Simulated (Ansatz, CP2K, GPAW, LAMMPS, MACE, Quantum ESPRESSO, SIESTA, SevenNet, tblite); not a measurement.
**Other levels on amorphous Hg33S25Se8 (66 atoms)**

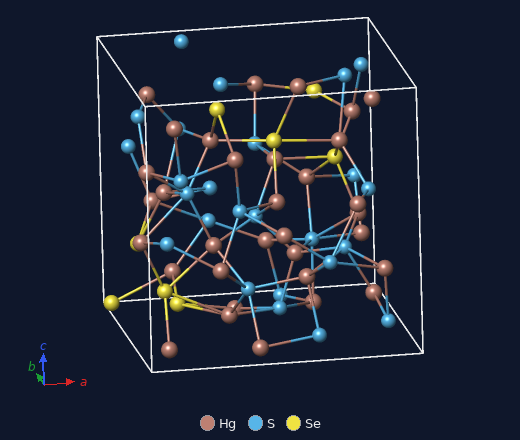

The cell (mercury pink, sulfur blue, selenium yellow). Bonds to atoms that aren't drawn are left out.

Density of this cell: 7.67 g/cm³. The cell holds 66 atoms: 33 Hg, 25 S and 8 Se. Its edges and angles: a = 12.034 Å, b = 12.034 Å, c = 12.034 Å, α = 90.0°, β = 90.0°, γ = 90.0°. 66 atoms (33 Hg, 25 S, 8 Se) placed at random at 7.67 g/cm³, melted at 2500 K for 10 ps at fixed volume with the Stillinger-Weber II-VI potential (Zhou et al., Phys. Rev. B 88, 085309 (2013)). Quenched from 2500 K to 500 K at 30 K/ps and fixed volume, held 5 ps, then minimised at fixed cell.

Geometry: as built.

The reference, a calculation:

| Property | Result |
| --- | --- |
| method | Kohn-Sham DFT, PBE, SSSP efficiency 1.3.0 pseudopotentials, plane waves (Quantum ESPRESSO 7.5); sssp-pbe-1.3.0-efficiency, cutoffs 45/360 Ry, Γ point |
| r.m.s. force component | 0.397 eV/Å |
| longest force | 1.349 eV/Å |
| pressure | -0.5803 GPa |
| time | 7 min on 4 MPI ranks of Arm Neoverse V2, shared host |
| CPU time | 28 min |

**Question.** The same geometry is run in other programs. How far does each lie from the reference, and what does it cost?
- GPAW PBE, LCAO dzp, h 0.28 Å (GPAW 26.7.0; 1 thread)
- CP2K PBE, DZVP-MOLOPT-SR, 600/50 Ry, diagonalisation (CP2K 2026.2; 4 MPI ranks)
- SIESTA PBEsol, DZP, shift 0.01 Ry, mesh 300 Ry (SIESTA 5.4.2; 2 MPI ranks)
- MACE MPA-0 medium potential (MACE MPA-0 medium; 1 thread)
- GPAW PBE, plane waves 450 eV (GPAW 26.7.0; 2 MPI ranks)
- SIESTA PBE, DZP, shift 0.01 Ry, mesh 300 Ry (SIESTA 5.4.2; 2 MPI ranks)
- QE PBE, sssp-1.3.0-efficiency, 35/280 Ry (Quantum ESPRESSO 7.5; 4 MPI ranks)
- GPAW PBE, LCAO sz(dzp), h 0.2 Å (GPAW 26.7.0; 1 thread)
- tblite GFN1-xTB (tblite 0.8.0; 1 thread)
- SevenNet l3i5 potential (SevenNet l3i5; 1 thread)

Differences are against the plane-wave reference, forces as r.m.s. over components; share is that over the reference's r.m.s. force, slope the least-squares factor from reference forces to these. Total energies of different programs have different zeros and aren't compared.

```
                                                 run  Δ force, r.m.s. (meV/Å)  share (%)  slope  Δ pressure (GPa)  cores  CPU time  memory (GiB)
                                           reference                        -          -      -                 -      4    28 min           4.5
               GPAW PBE, LCAO dzp, h 0.28 Å (coarse)                     62.1       15.6  0.983                 -      1   2.2 min          0.84
CP2K PBE, DZVP-MOLOPT-SR, 600/50 Ry, diagonalisation                     33.6       8.48  1.004              1.04      4   6.8 min           6.1
      SIESTA PBEsol, DZP, shift 0.01 Ry, mesh 300 Ry                      201       50.5  1.157             -7.86      2   2.4 min           1.0
                         MACE MPA-0 medium potential                      123       30.9  0.963             0.629      1     6.4 s          0.76
                        GPAW PBE, plane waves 450 eV                     20.2       5.09  1.009             0.458      2    12 min           1.8
         SIESTA PBE, DZP, shift 0.01 Ry, mesh 300 Ry                      186       46.9  1.167             -4.39      2   2.3 min           1.0
   QE PBE, sssp-1.3.0-efficiency, 35/280 Ry (coarse)                     5.50       1.39  0.999             -14.6      4    19 min           3.1
            GPAW PBE, LCAO sz(dzp), h 0.2 Å (coarse)                      222       56.0  0.905                 -      1   1.8 min           1.5
                                     tblite GFN1-xTB                      345       87.0  1.084             -1.18      1     2.1 s          0.13
                             SevenNet l3i5 potential                      151       37.9  1.031             0.536      1     7.2 s           0.9
```

Rows marked coarse were listed beforehand as settings not expected to be converged; some can still land near the reference.

Times of the machine-learned potentials are mostly Python's start and the loading of weights.

CPU time is summed over cores on a shared host, where runs went side by side, so it is rough. Symmetry, cutoffs, thresholds, outputs and thread counts weren't matched or tuned between programs; memory under MPI is the largest rank's times the ranks.

PBE on plane waves or a grid with other potentials, cutoffs or grids, coarse settings apart, differs from the reference by 5.1 % (GPAW PBE, plane waves 450 eV) of the r.m.s. force; this holds the reference's own error, so differences of a few per cent don't tell which side is nearer the exact PBE result. The PBE runs in local orbitals, coarse settings apart, differ by 8.5 % (CP2K PBE, DZVP-MOLOPT-SR, 600/50 Ry, diagonalisation) to 47 % (SIESTA PBE, DZP, shift 0.01 Ry, mesh 300 Ry); basis, grid and potentials can all enter. Tight binding differs by 87 % (tblite GFN1-xTB); it is another model, with fitted parameters of its own, and the xTB methods hold dispersion. Machine-learned potentials differ by 31 % (MACE MPA-0 medium potential) to 38 % (SevenNet l3i5 potential); they were trained on other programs' data. Periodic xTB results under one method name differ between programs and library versions. Machine-learned potentials mimic data converged in k, so the reference's own k-point error enters their differences. The network of bonds at the start is that of the classical potential that made the cell, and needn't be the one that DFT or experiment would give. The electronic-structure runs sample only Γ, in a cell whose shortest periodic width is 12 Å, which is coarse for a cell with partly filled levels.

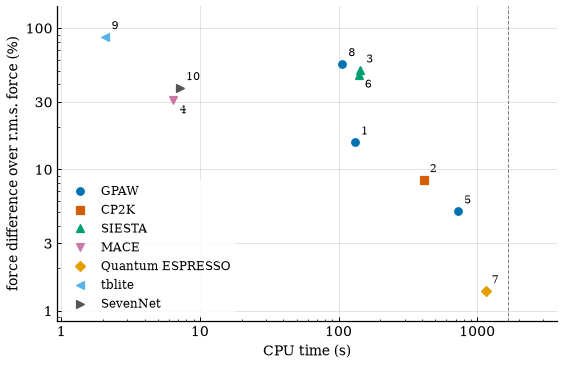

Force difference against CPU time; the dashed line marks the reference's time. Points: 1 GPAW PBE, LCAO dzp, h 0.28 Å; 2 CP2K PBE, DZVP-MOLOPT-SR, 600/50 Ry, diagonalisation; 3 SIESTA PBEsol, DZP, shift 0.01 Ry, mesh 300 Ry; 4 MACE MPA-0 medium potential; 5 GPAW PBE, plane waves 450 eV; 6 SIESTA PBE, DZP, shift 0.01 Ry, mesh 300 Ry; 7 QE PBE, sssp-1.3.0-efficiency, 35/280 Ry; 8 GPAW PBE, LCAO sz(dzp), h 0.2 Å; 9 tblite GFN1-xTB; 10 SevenNet l3i5 potential.

[Logs are printed without paths, hosts, clocks, repeated set-up lines and the standing remarks that a program may print on its own settings, such as how far it seeks lower states.]

[Hosts, paths, dates, database ids (printed as entryN), source tags and the programs' standing remarks are cut or masked in the printed files.]
